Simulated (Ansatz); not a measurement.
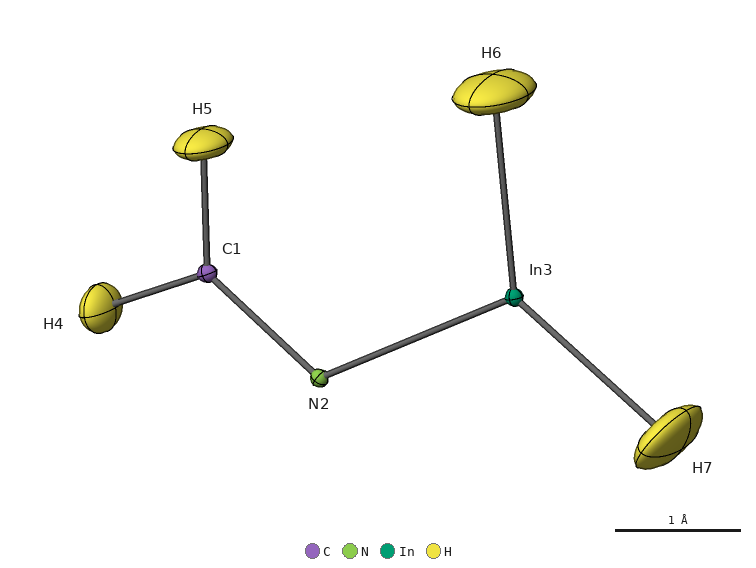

Displacement ellipsoids at the 50 % level, from the internal vibrations of the free molecule (harmonic, no overall translation or rotation; no half-axis is drawn under 0.075 Å). Vibrations computed with RKS PBE0-D4/def2-TZVP, core potentials on In (Ansatz 0.2.0). Temperature: 0 K (zero-point motion alone).

Question. Which atom has the largest mean-square displacement?

Answer. H7, with U_eq = 0.0416 Å².

Question. Does H7 move more along its bond or across it?

Answer. Across it: the root-mean-square amplitude is 0.095 Å along the bond and up to 0.277 Å across, since bending and torsion are softer than stretching.

Give the displacement parameters, one line for each set of equivalent atoms.

```tsv
atom	U_eq (Å²)	rms amplitudes (Å)
C1	0.0018	0.023, 0.038, 0.057
N2	0.0019	0.035, 0.045, 0.049
In3	0.00004	0.003, 0.004, 0.009
H4	0.0175	0.089, 0.127, 0.168
H5	0.0206	0.078, 0.148, 0.184
H6	0.0390	0.097, 0.203, 0.257
H7	0.0416	0.095, 0.197, 0.277
```
